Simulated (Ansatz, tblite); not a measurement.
# In12Sb12 zinc blende off sphere (In₁₂Sb₁₂H₃₂): spin-state energies by level

Aim: set other spin states of In12Sb12 zinc blende off sphere (In₁₂Sb₁₂H₃₂) against its singlet, on many levels of theory.

The runs use Ansatz 0.2.0, Gaussian basis; as each input shows.

Levels to be run: triplet, at the geometry of the singlet (GFN1-xTB, PBE0-D4/def2-TZVP, PBE-D4/def2-TZVP); the singlet's energies come from earlier runs.

1 further run of the same task is left out (set aside as unsound or not needed).

### Step 1. The geometry

The singlet was relaxed beforehand with r2SCAN-D4/def2-SVP.

56 atoms, charge 0, spin multiplicity 1.

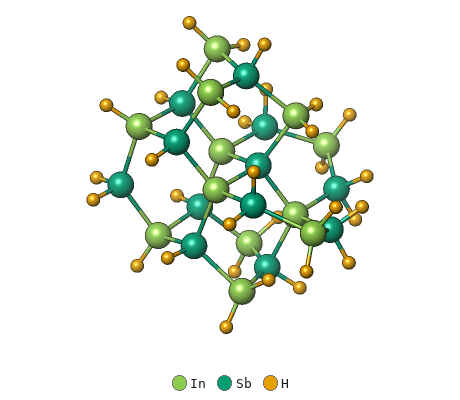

The geometry (indium green, antimony teal, hydrogen amber).

In, Sb take a core potential in the def2 sets. No spin-orbit coupling is included.

### Step 2. Triplet at the fixed geometry, GFN1-xTB

Tight binding, by tblite at 300 K electronic temperature and without a spin-polarisation term:

```python
tblite.interface.Calculator('GFN1-xTB', numbers, positions, charge=0, uhf=2).singlepoint()
```

Energy -1800.7764 eV; 0.87 s.

### Step 3. Triplet at the fixed geometry, PBE0-D4/def2-TZVP

File in.yaml:

```yaml
crystal:
  periodic: [false, false, false]
  atoms:
    - {symbol: In, position_ang: [-5.346306, 1.835199, -0.407037]}
    - {symbol: In, position_ang: [-2.737941, -4.353721, 3.212834]}
    - {symbol: In, position_ang: [1.101821, -4.967813, -0.627975]}
    - {symbol: In, position_ang: [-2.090803, 2.093248, -4.096057]}
    - {symbol: In, position_ang: [1.590135, -1.585301, -4.147345]}
    - {symbol: In, position_ang: [-1.822041, -1.277879, -1.000431]}
    - {symbol: In, position_ang: [-1.732419, 1.726667, 2.779065]}
    - {symbol: In, position_ang: [1.529463, -1.528465, 1.949528]}
    - {symbol: In, position_ang: [1.279651, 1.825186, -0.998649]}
    - {symbol: In, position_ang: [-1.838831, 5.344572, -0.403594]}
    - {symbol: In, position_ang: [4.969722, -1.098995, -0.625146]}
    - {symbol: In, position_ang: [4.354319, 2.738747, 3.215662]}
    - {symbol: Sb, position_ang: [-3.385743, -2.917409, 0.772903]}
    - {symbol: Sb, position_ang: [-3.582982, 0.476064, -2.319676]}
    - {symbol: Sb, position_ang: [-3.269968, 3.266075, 0.947631]}
    - {symbol: Sb, position_ang: [-0.110203, -3.035019, -2.402400]}
    - {symbol: Sb, position_ang: [-0.115247, -3.164034, 3.645119]}
    - {symbol: Sb, position_ang: [3.130567, -3.128849, 0.310355]}
    - {symbol: Sb, position_ang: [-0.248828, 0.253742, -5.361264]}
    - {symbol: Sb, position_ang: [-0.476014, 3.585025, -2.317072]}
    - {symbol: Sb, position_ang: [3.038154, 0.114339, -2.400158]}
    - {symbol: Sb, position_ang: [-0.256176, 0.257586, 0.750229]}
    - {symbol: Sb, position_ang: [3.165035, 0.115584, 3.645837]}
    - {symbol: Sb, position_ang: [2.917044, 3.388784, 0.776605]}
    - {symbol: H, position_ang: [-6.295761, 2.894830, -1.385395]}
    - {symbol: H, position_ang: [-5.915750, 0.540283, 0.590946]}
    - {symbol: H, position_ang: [-3.748910, -3.699722, 4.439509]}
    - {symbol: H, position_ang: [-2.417040, -5.971300, 2.728206]}
    - {symbol: H, position_ang: [1.787907, -6.257845, -1.540995]}
    - {symbol: H, position_ang: [0.017412, -5.073121, 0.730700]}
    - {symbol: H, position_ang: [-2.939340, 2.942627, -5.339312]}
    - {symbol: H, position_ang: [2.495908, -2.489667, -5.307650]}
    - {symbol: H, position_ang: [-2.663716, 0.479936, 3.550453]}
    - {symbol: H, position_ang: [-0.490043, 2.658332, 3.556771]}
    - {symbol: H, position_ang: [-2.898188, 6.294189, -1.382136]}
    - {symbol: H, position_ang: [-0.545514, 5.913991, 0.596447]}
    - {symbol: H, position_ang: [6.260621, -1.783878, -1.537858]}
    - {symbol: H, position_ang: [5.073970, -0.015833, 0.734598]}
    - {symbol: H, position_ang: [5.971608, 2.418719, 2.729928]}
    - {symbol: H, position_ang: [3.700557, 3.748627, 4.443290]}
    - {symbol: H, position_ang: [-4.221245, -4.016206, -0.230259]}
    - {symbol: H, position_ang: [-4.733067, -1.928858, 1.100075]}
    - {symbol: H, position_ang: [-4.445416, -0.569107, -3.360320]}
    - {symbol: H, position_ang: [-4.224959, 4.219849, 1.997415]}
    - {symbol: H, position_ang: [-1.142399, -3.875193, -3.472379]}
    - {symbol: H, position_ang: [0.920192, -4.402011, 4.195017]}
    - {symbol: H, position_ang: [-0.157846, -2.319555, 5.126685]}
    - {symbol: H, position_ang: [3.959599, -3.958604, 1.554220]}
    - {symbol: H, position_ang: [-1.129161, -0.647156, -6.511512]}
    - {symbol: H, position_ang: [0.652367, 1.135749, -6.510007]}
    - {symbol: H, position_ang: [0.568132, 4.450475, -3.356231]}
    - {symbol: H, position_ang: [3.879241, 1.147234, -3.468736]}
    - {symbol: H, position_ang: [2.321399, 0.156303, 5.128048]}
    - {symbol: H, position_ang: [4.403542, -0.920050, 4.194402]}
    - {symbol: H, position_ang: [1.926305, 4.734102, 1.105929]}
    - {symbol: H, position_ang: [4.014588, 4.227827, -0.225116]}
basis:
  gaussian: {orbitals: def2-TZVP, fitting: {mean_field: def2-universal-jkfit}}
magnetization: {spin_polarized: true, initial_magnetization: 2}
hamiltonian: {xc: pbe0, dispersion: d4}
scf: {omitted_lower_state_checks: [starts]}
output: {orbitals: {seedname: orbitals}}
```

Launch:

```
> ansatz run in.yaml --threads 11 --pin off --events-out ev --progress --plain --max-ram 110592MiB --backend cuda --devices 0, --max-vram 75GiB
```

Standard output:

```text
Functional definition: PBE0
  name "PBE0"
  cite "Adamo & Barone, J. Chem. Phys. 110, 6158 (1999) doi:10.1063/1.478522"
  cite "Perdew, Burke & Ernzerhof, Phys. Rev. Lett. 77, 3865 (1996) doi:10.1103/PhysRevLett.77.3865"
  parent pbe
  parameter a = 0.25
  parameter kappa = 0.804
  parameter beta = 0.06672455060314922
  exchange = (1 - a)*pbe_x(kappa = kappa, mu = beta*pi^2/3) + a*exact_x
  correlation = pbe_c(beta = beta)
these checks for a lower state are left out or cut short: starts
5808 factors; integrals over basis functions are off by at most 6.9e-1 eV
mean field evaluation 1: about -141067.7710 eV, gradient 3.1e1 eV
mean field evaluation 2: about -141062.5902 eV, gradient 4.1e1 eV
mean field evaluation 4: about -141072.5539 eV, gradient 8.0e0 eV
mean field evaluation 8: about -141072.9878 eV, gradient 9.5e-1 eV
mean field evaluation 16: about -141073.0295 eV, gradient 8.7e-2 eV
mean field evaluation 32: about -141073.1216 eV, gradient 4.8e-4 eV
mean field -141073.12159924 eV, -5184.3415959758 hartree, gradient 4.6e-6 eV, S^2 2.007139; 0 other end points of the search recorded, 0 dependent functions left out
reference -141073.12175052 eV, -5184.3416015352 hartree; 281, 279 occupied and 1111, 1113 virtual orbitals, 5808 factors
Total energy: -141077.50067563 eV, -5184.5025240649 hartree
Checks for a lower state left out: starts
```

It took 85 s on 1 × H100 with 11 threads of AMD EPYC 7R13, shared host; peak host memory 2.7 GiB.

From the report: HOMO -3.33 eV, LUMO -5.55 eV (over both spins; with the spin held, an empty level of the minority spin lies below the top filled one); ⟨S²⟩ 2.007 (pure: 2.00).

### Step 4. Triplet at the fixed geometry, PBE-D4/def2-TZVP

start.molden holds the orbitals of an earlier run on this state, given as this run's starting guess.

Changes to in.yaml since step 3:

```diff
@@ -60,5 +60,5 @@
 basis:
-  gaussian: {orbitals: def2-TZVP, fitting: {mean_field: def2-universal-jkfit}}
+  gaussian: {orbitals: def2-TZVP, fitting: {mean_field: def2-universal-jkfit}, initial_orbitals: start.molden}
 magnetization: {spin_polarized: true, initial_magnetization: 2}
-hamiltonian: {xc: pbe0, dispersion: d4}
+hamiltonian: {xc: pbe, dispersion: d4}
 scf: {omitted_lower_state_checks: [starts]}
```

Same command.

Standard output:

```text
Functional definition: PBE
  name "PBE"
  cite "Perdew, Burke & Ernzerhof, Phys. Rev. Lett. 77, 3865 (1996) doi:10.1103/PhysRevLett.77.3865"
  parent pbe
  parameter kappa = 0.804
  parameter beta = 0.06672455060314922
  exchange = pbe_x(kappa = kappa, mu = beta*pi^2/3)
  correlation = pbe_c(beta = beta)
these checks for a lower state are left out or cut short: starts
5808 factors; integrals over basis functions are off by at most 6.9e-1 eV
mean field evaluation 1: about -141067.4004 eV, gradient 1.5e1 eV
mean field evaluation 2: about -141068.3961 eV, gradient 1.1e0 eV
mean field evaluation 4: about -141068.4990 eV, gradient 4.3e-1 eV
mean field evaluation 8: about -141068.5359 eV, gradient 8.1e-2 eV
mean field evaluation 16: about -141068.5360 eV, gradient 1.6e-4 eV
mean field -141068.53599123 eV, -5184.1730779897 hartree, gradient 2.7e-6 eV, S^2 2.001765; 0 other end points of the search recorded, 0 dependent functions left out
reference -141068.53619112 eV, -5184.1730853353 hartree; 281, 279 occupied and 1111, 1113 virtual orbitals, 5808 factors
Total energy: -141073.22042302 eV, -5184.3452276827 hartree
Checks for a lower state left out: starts
```

It took 27 s on 1 × H100 with 11 threads of AMD EPYC 7R13, shared host; peak host memory 2.6 GiB.

HOMO -2.99 eV, LUMO -5.72 eV (over both spins; with the spin held, an empty level of the minority spin lies below the top filled one); ⟨S²⟩ 2.002 (pure: 2.00).

### Step 5. Triplet less singlet, vertical

The singlet's energies are those of its earlier runs, whose logs aren't repeated here.

| level | triplet less singlet, vertical (kJ/mol) | time |
| --- | --- | --- |
| GFN1-xTB | +177.4 | 1.5 s |
| PBE-D4/def2-TZVP | +262.2 | 38 s |
| PBE0-D4/def2-TZVP | +318.7 | 99 s |

Times add the two runs; a level without a time comes out of a correlated run. Tight binding without a spin term can't rank spin states.

### Step 6. Results

| quantity | value |
| --- | --- |
| triplet less singlet, vertical, functionals in def2-TZVP | +262.2 (PBE-D4) to +318.7 kJ/mol (PBE0-D4) |

**Reading.** All functionals put the triplet above the singlet, over a spread of 56.4 kJ/mol. The checks for a lower triplet were left out, so another state of that spin may lie lower. These are electronic energies, without zero-point motion, entropy or surroundings.
